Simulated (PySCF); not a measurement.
SMILES [GeH3][CH2]C at its GFN2-xTB optimised geometry (Å):

```
11

C      1.6923    -0.7909     0.0000
C      0.1691    -0.7909     0.0000
Ge    -0.5862     1.0326     0.0000
H      2.0750    -0.2781     0.8811
H      2.0752    -0.2780    -0.8809
H      2.0821    -1.8077     0.0000
H     -0.2000    -1.3281    -0.8760
H     -0.2000    -1.3281     0.8760
H     -0.1464     1.8077     1.2010
H     -2.0821     1.0161     0.0000
H     -0.1467     1.8075    -1.2013
```

Method: PySCF with PBE0/def2-TZVP. Cells within 0.4 Å of a nucleus heavier than hydrogen are left out (blank, or x).

Map of the HOMO amplitude (bohr^(-3/2)), clipped to [-0.25, 0.25] on the plane z = 0.0 Å; orbital energy -8.33 eV, overall sign arbitrary:

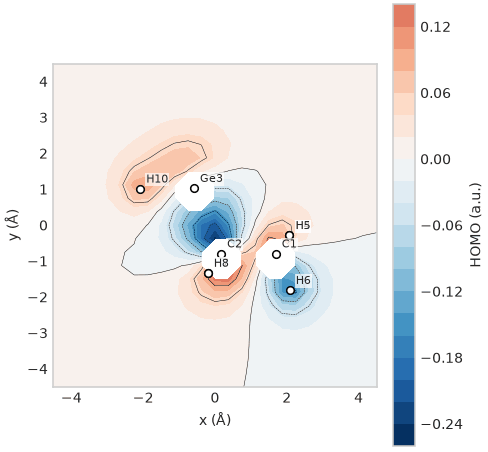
Fig. 1. HOMO amplitude (bohr^(-3/2)), clipped to [-0.25, 0.25] on the plane z = 0.0 Å.
